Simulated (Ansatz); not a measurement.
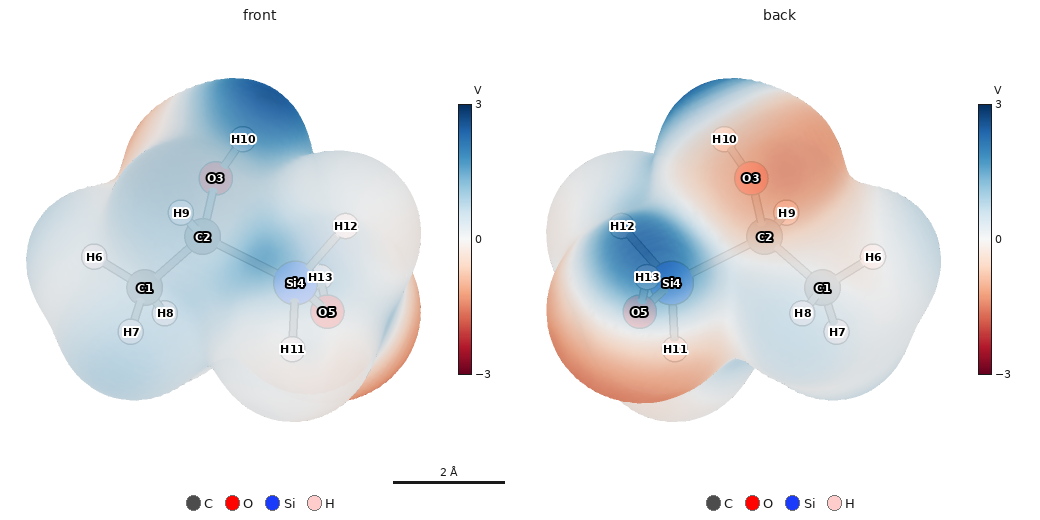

*C2H8O2Si. The electrostatic potential painted on the density surface at 0.002 e/bohr³, seen from the front and from behind; the colour scale runs from red (negative) to blue (positive).*

Geometry: PBE0-D4/def2-TZVP.

Method: Ansatz 0.2.0, RKS PBE0-D4/def2-TZVPP.

Input file:

```
crystal:
  periodic: [false, false, false]
  atoms:
    - {symbol: C, position_ang: [-0.989372, 0.568374, 1.101212]}
    - {symbol: C, position_ang: [0.243315, -0.182011, 0.647961]}
    - {symbol: O, position_ang: [1.327269, 0.767951, 0.605306]}
    - {symbol: Si, position_ang: [0.099538, -0.880692, -1.104401]}
    - {symbol: O, position_ang: [-0.122478, 0.371040, -2.152051]}
    - {symbol: H, position_ang: [-0.814806, 1.038937, 2.072049]}
    - {symbol: H, position_ang: [-1.839127, -0.112128, 1.192453]}
    - {symbol: H, position_ang: [-1.257591, 1.350747, 0.387332]}
    - {symbol: H, position_ang: [0.468120, -0.971901, 1.378559]}
    - {symbol: H, position_ang: [2.153917, 0.282786, 0.534937]}
    - {symbol: H, position_ang: [-1.046978, -1.804901, -1.294380]}
    - {symbol: H, position_ang: [1.376762, -1.603936, -1.385818]}
    - {symbol: H, position_ang: [0.421831, 1.140935, -1.968262]}
basis:
  gaussian: {orbitals: def2-TZVPP}
hamiltonian: {xc: pbe0, dispersion: d4}
output: {orbitals: {seedname: orbitals}}
```

Command:

```sh
ansatz run in.yaml --threads 4 --pin off --events-out ev --progress --plain --max-ram 10444MiB
```

> Which sites attract a positive test charge, and which a negative one?

A positive charge is drawn to the negative regions and a negative charge to the positive ones. The most negative region (about −1.4 V) lies over O5, the most positive (about +2.4 V) over H10. O5 is the likeliest acceptor of a hydrogen bond.
